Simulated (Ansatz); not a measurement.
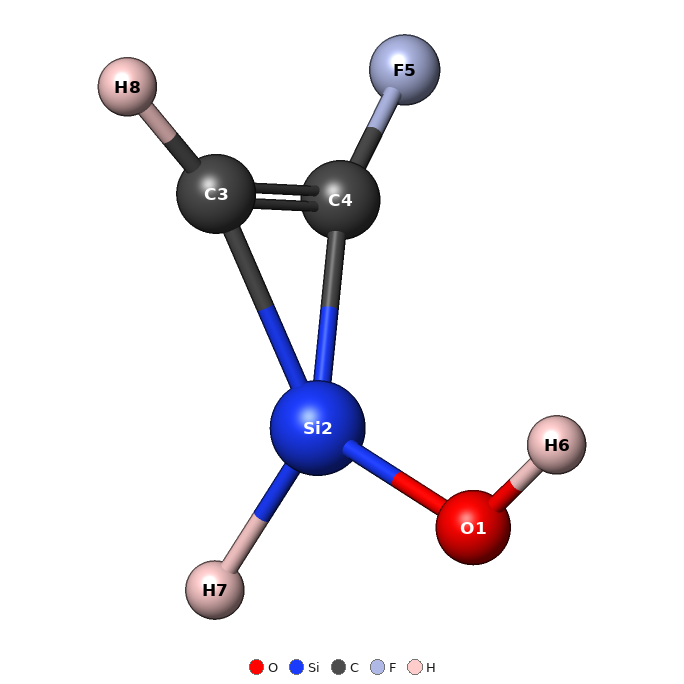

Harmonic vibrations computed with RKS PBE0-D4/def2-TZVP (Ansatz 0.2.0) at a stationary point of the same level.

Question: Minimum or transition state?

Answer: A minimum: no imaginary frequency, and the lowest mode lies at 169 cm⁻¹.

Question: List the wavenumbers.

Answer: 18 modes: 169, 266, 339, 387, 438, 644, 655, 720, 805, 883, 909, 942, 1033, 1244, 1638, 2286, 3215, 3907 cm⁻¹.
